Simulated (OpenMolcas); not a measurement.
# Run report: B₂, relativistic diatomic calculation (part 2 of 2)

Continued. System: B₂. Method: SA-CASSCF(6,8)/XMS-CASPT2 + RASSI spin-orbit (X2C scalar, AMFI), ANO-RCC-VTZP (OpenMolcas).

Output (extracts), continued:
```
++ Dipole transition strengths (spin-free states):
     for osc. strength at least  1.00000000E-05
      From   To        Osc. strength     Einstein coefficients Ax, Ay, Az (sec-1)    Total A (sec-1)
         1   15       1.81651355E-03  9.09460500E-02  6.49350279E+04  0.00000000E+00  6.49351189E+04
         1   16       1.81651395E-03  6.49350419E+04  9.09460084E-02  0.00000000E+00  6.49351329E+04
         1    4       2.95529851E-04  0.00000000E+00  0.00000000E+00  3.98065171E+04  3.98065171E+04
        10   21       1.42533167E-03  5.23287562E+04  1.27290337E+04  0.00000000E+00  6.50577899E+04
        10   22       1.42532106E-03  1.27285782E+04  5.23287274E+04  0.00000000E+00  6.50573057E+04
        11   21       1.42339091E-03  1.26768386E+04  5.21154154E+04  0.00000000E+00  6.47922540E+04
        11   22       1.42337922E-03  5.21148656E+04  1.26768561E+04  0.00000000E+00  6.47917217E+04
        15   17       6.26223202E-04  0.00000000E+00  0.00000000E+00  2.53864289E+04  2.53864289E+04
        15   19       5.82665910E-02  0.00000000E+00  0.00000000E+00  1.09724986E+07  1.09724986E+07
        16   18       6.26223022E-04  0.00000000E+00  0.00000000E+00  2.53864216E+04  2.53864216E+04
        16   20       5.82665884E-02  0.00000000E+00  0.00000000E+00  1.09724981E+07  1.09724981E+07
        12   21       1.08343591E-03  1.94996950E+01  1.91277623E+04  0.00000000E+00  1.91472620E+04
        12   22       1.08343475E-03  1.91277374E+04  1.95040388E+01  0.00000000E+00  1.91472415E+04
         2   17       2.12316426E-04  1.07242936E+03  5.96100256E-02  0.00000000E+00  1.07248897E+03
         2   18       2.12313816E-04  5.96140376E-02  1.07241617E+03  0.00000000E+00  1.07247578E+03
         2   20       2.40656224E-03  2.41798758E-01  2.21941616E+05  0.00000000E+00  2.21941858E+05
         2   19       2.40655699E-03  2.21941132E+05  2.41958354E-01  0.00000000E+00  2.21941374E+05
         3   17       2.08626825E-04  5.65813310E-02  1.01773809E+03  0.00000000E+00  1.01779467E+03
         3   18       2.08677471E-04  1.01798517E+03  5.65772823E-02  0.00000000E+00  1.01804175E+03
         3   20       2.39729339E-03  2.19304682E+05  2.38751570E-01  0.00000000E+00  2.19304920E+05
         3   19       2.39636519E-03  2.39168275E-01  2.19219770E+05  0.00000000E+00  2.19220009E+05
        21   13       4.96673156E-03  1.17267506E+02  1.15023088E+05  0.00000000E+00  1.15140356E+05
        21   23       2.11708747E-05  0.00000000E+00  0.00000000E+00  1.55150155E+03  1.55150155E+03
        22   13       4.96674784E-03  1.15023455E+05  1.17278169E+02  0.00000000E+00  1.15140733E+05
        22   24       2.11708771E-05  0.00000000E+00  0.00000000E+00  1.55150173E+03  1.55150173E+03
         4   17       9.84275229E-05  3.97623415E-04  5.39092609E+01  0.00000000E+00  5.39096585E+01
         4   18       9.84105424E-05  5.38999603E+01  3.97762860E-04  0.00000000E+00  5.39003581E+01
         4   20       7.31853852E-03  4.79667877E+05  1.08142138E+01  0.00000000E+00  4.79678691E+05
         4   19       7.31928586E-03  1.08135372E+01  4.79716860E+05  0.00000000E+00  4.79727674E+05
        17    5       2.33884853E-04  1.40395052E+02  3.89067871E-03  0.00000000E+00  1.40398942E+02
        18    5       2.33885586E-04  3.89062619E-03  1.40395492E+02  0.00000000E+00  1.40399383E+02
         5   20       2.30760364E-04  3.63955085E-02  9.99410159E+03  0.00000000E+00  9.99413798E+03
         5   19       2.30755829E-04  9.99390516E+03  3.64000007E-02  0.00000000E+00  9.99394156E+03
        14   23       8.86311890E-04  9.62300657E+03  1.08817810E+01  0.00000000E+00  9.63388835E+03
        14   24       8.86311883E-04  1.08817942E+01  9.62300649E+03  0.00000000E+00  9.63388828E+03
 Electric-quadrupole - electric-quadrupole not included
 Electric-dipole - electric-octupole not included
 Electric-dipole - magnetic-quadrupole not included
   Eigenvalues of complex Hamiltonian:
  (Shifted by EMIN (a.u.) =        -49.2997687878)
 SO State       Relative EMIN(au)   Rel lowest level(eV)    D:o, cm**(-1)      Omega
     1            -0.0000000372        0.0000000000              0.0000         0.0
     2            -0.0000000018        0.0000009645              0.0078         1.0
     3            -0.0000000018        0.0000009645              0.0078         1.0
     4             0.0032020416        0.0871330027            702.7751         0.0
     5             0.0032020446        0.0871330857            702.7757         1.0
     6             0.0032020446        0.0871330857            702.7757         1.0
     7             0.0032020538        0.0871333346            702.7777         2.0
     8             0.0032020538        0.0871333346            702.7777         2.0
     9             0.0219969950        0.5985697396           4827.7905         2.0
    10             0.0220483580        0.5999673971           4839.0634         2.0
    11             0.0333378501        0.9071701276           7316.8205         0.0
    12             0.0333378538        0.9071702277           7316.8213         0.0
    13             0.0333553004        0.9076449745           7320.6504         1.0
    14             0.0333553004        0.9076449745           7320.6504         1.0
    15             0.0333727737        0.9081204468           7324.4854         2.0
    16             0.0333727736        0.9081204462           7324.4854         2.0
    17             0.0362350218        0.9860061865           7952.6762         0.0
    18             0.0563373203        1.5330175947          12364.6208         2.2
    19             0.0563373203        1.5330175947          12364.6208         2.2
    20             0.0563373547        1.5330185325          12364.6283         2.0
    21             0.0565537211        1.5389061609          12412.1153         2.0
    22             0.0565537511        1.5389069785          12412.1219         2.3
    23             0.0565537511        1.5389069786          12412.1219         2.3
    24             0.0596878757        1.6241908527          13099.9827         1.0
    25             0.0596878757        1.6241908528          13099.9827         1.0
    26             0.0647471465        1.7618606247          14210.3643         1.0
    27             0.0647471465        1.7618606247          14210.3643         1.0
    28             0.0647471997        1.7618620730          14210.3760         0.0
    29             0.0688606732        1.8737953889          15113.1790         2.0
    30             0.0688606732        1.8737953890          15113.1790         2.0
    31             0.0688759481        1.8742110387          15116.5315         1.0
    32             0.0688759481        1.8742110387          15116.5315         1.0
    33             0.0688912350        1.8746270176          15119.8866         0.0
    34             0.0688912388        1.8746271211          15119.8874         0.0
    35             0.0731983420        1.9918293680          16065.1873         0.0
    36             0.0731984368        1.9918319499          16065.2081         1.0
    37             0.0731984368        1.9918319499          16065.2081         1.0
    38             0.0865489033        2.3551166493          18995.2968         0.0
    39             0.0890534998        2.4232701908          19544.9922         0.0
    40             0.1074464339        2.9237674262          23581.7746         1.0
    41             0.1074464339        2.9237674262          23581.7746         1.0
    42             0.1098944114        2.9903802882          24119.0436         0.0
    43             0.1098944336        2.9903808902          24119.0485         0.0
    44             0.1099127806        2.9908801389          24123.0752         1.0
    45             0.1099127806        2.9908801389          24123.0752         1.0
    46             0.1099311226        2.9913792504          24127.1008         2.0
    47             0.1099311226        2.9913792505          24127.1008         2.0
    48             0.1708582387        4.6492905402          37499.0571         1.8
    49             0.1708582387        4.6492905402          37499.0571         1.8
    50             0.1708694625        4.6495959549          37501.5205         1.9
    51             0.1708694625        4.6495959549          37501.5205         1.9
    52             0.1708736382        4.6497095799          37502.4369         2.0
    53             0.1710021908        4.6532076749          37530.6510         2.0
    54             0.1710063692        4.6533213747          37531.5680         2.5
    55             0.1710063692        4.6533213747          37531.5680         2.5
    56             0.1710176012        4.6536270137          37534.0331         3.6
    57             0.1710176012        4.6536270137          37534.0331         3.6
    58             0.1761862049        4.7942718844          38668.4105         0.0
    59             0.1761862062        4.7942719200          38668.4108         1.0
    60             0.1761862062        4.7942719200          38668.4108         1.0
    61             0.1761862101        4.7942720269          38668.4117         2.0
    62             0.1761862101        4.7942720269          38668.4117         2.0
 Weights of the five most important spin-orbit-free states for each spin-orbit state.
 SO State  Total energy (au)           Spin-free states, spin, and weights
    1        -0.000000       1 1.0  1.0000   12 0.0  0.0000   18 1.0  0.0000   17 1.0  0.0000   13 0.0  0.0000
    2        -0.000000       1 1.0  1.0000   17 1.0  0.0000   18 1.0  0.0000   24 0.0  0.0000   23 0.0  0.0000
    3        -0.000000       1 1.0  1.0000   17 1.0  0.0000   18 1.0  0.0000   24 0.0  0.0000   23 0.0  0.0000
    4         0.003202       6 2.0  1.0000    5 1.0  0.0000   16 1.0  0.0000   15 1.0  0.0000   14 0.0  0.0000
    5         0.003202       6 2.0  1.0000    5 1.0  0.0000   16 1.0  0.0000   15 1.0  0.0000    4 1.0  0.0000
    6         0.003202       6 2.0  1.0000    5 1.0  0.0000   16 1.0  0.0000   15 1.0  0.0000    4 1.0  0.0000
    7         0.003202       6 2.0  1.0000   16 1.0  0.0000   15 1.0  0.0000    2 1.0  0.0000    3 1.0  0.0000
    8         0.003202       6 2.0  1.0000   16 1.0  0.0000   15 1.0  0.0000    2 1.0  0.0000    3 1.0  0.0000
    9         0.021997      10 0.0  1.0000   18 1.0  0.0000   17 1.0  0.0000   19 1.0  0.0000   20 1.0  0.0000
   10         0.022048      11 0.0  1.0000   17 1.0  0.0000   18 1.0  0.0000   19 1.0  0.0000   20 1.0  0.0000
   11         0.033338      16 1.0  0.5000   15 1.0  0.5000    5 1.0  0.0000   14 0.0  0.0000    6 2.0  0.0000
   12         0.033338      15 1.0  0.5000   16 1.0  0.5000    4 1.0  0.0000    3 1.0  0.0000    5 1.0  0.0000
   13         0.033355      16 1.0  1.0000   22 0.0  0.0000    5 1.0  0.0000    2 1.0  0.0000    3 1.0  0.0000
   14         0.033355      15 1.0  1.0000   21 0.0  0.0000    5 1.0  0.0000    2 1.0  0.0000    3 1.0  0.0000
   15         0.033373      16 1.0  0.5000   15 1.0  0.5000    3 1.0  0.0000    6 2.0  0.0000    4 1.0  0.0000
   16         0.033373      15 1.0  0.5000   16 1.0  0.5000    2 1.0  0.0000    6 2.0  0.0000   10 0.0  0.0000
   17         0.036235      12 0.0  1.0000    1 1.0  0.0000   18 1.0  0.0000   17 1.0  0.0000   19 1.0  0.0000
   18         0.056337       2 1.0  0.9999    3 1.0  0.0001   22 0.0  0.0000   16 1.0  0.0000   21 0.0  0.0000
   19         0.056337       2 1.0  0.9999    3 1.0  0.0001   21 0.0  0.0000   15 1.0  0.0000   22 0.0  0.0000
   20         0.056337       2 1.0  1.0000   16 1.0  0.0000   15 1.0  0.0000    6 2.0  0.0000   14 0.0  0.0000
   21         0.056554       3 1.0  1.0000   16 1.0  0.0000   15 1.0  0.0000    6 2.0  0.0000   18 1.0  0.0000
   22         0.056554       3 1.0  0.9999    2 1.0  0.0001
```

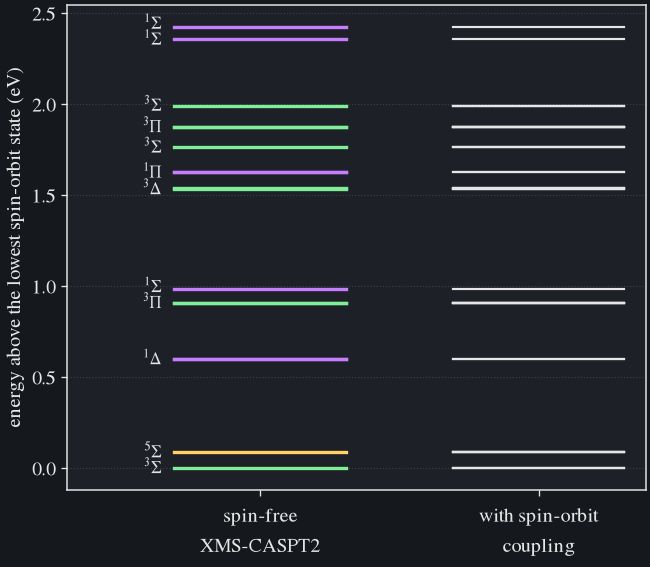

Figure 2. States up to 2.5 eV at 1.522 Å, without spin-orbit coupling (left, a colour for each spin multiplicity) and with it (right, where close levels merge). The spin-free states run ³Σ (0.00 eV), ⁵Σ (0.09 eV), ¹Δ (0.60 eV), ³Π (0.91 eV), ¹Σ (0.99 eV), ³Δ (1.53 eV) from the lowest. The lowest spin-orbit levels have |Ω| = 0 (0 cm⁻¹), 1 (0 cm⁻¹), 0 (703 cm⁻¹), 1 (703 cm⁻¹), 2 (703 cm⁻¹).

Summary:

- outcome: converged; components of a degenerate state are split by 47 cm⁻¹
- lowest spin-free state: ³Σ
- lowest spin-orbit level: Ω = 0, −49.29977 hartree
- next level: Ω = 1, 0 cm⁻¹
- hardware: 1 thread of Intel Xeon (Granite Rapids), 192 GiB of memory available, shared host
- wall time: 18 s

Notes:

Caveats: the two components of ³Δ at 1.54 eV, degenerate in CASSCF as they must be, are split by 47 cm⁻¹ in XMS-CASPT2, an artefact that passes into its spin-orbit levels; 12 of the 62 spin-orbit states have no clean Ω, so their splittings aren't to be trusted.
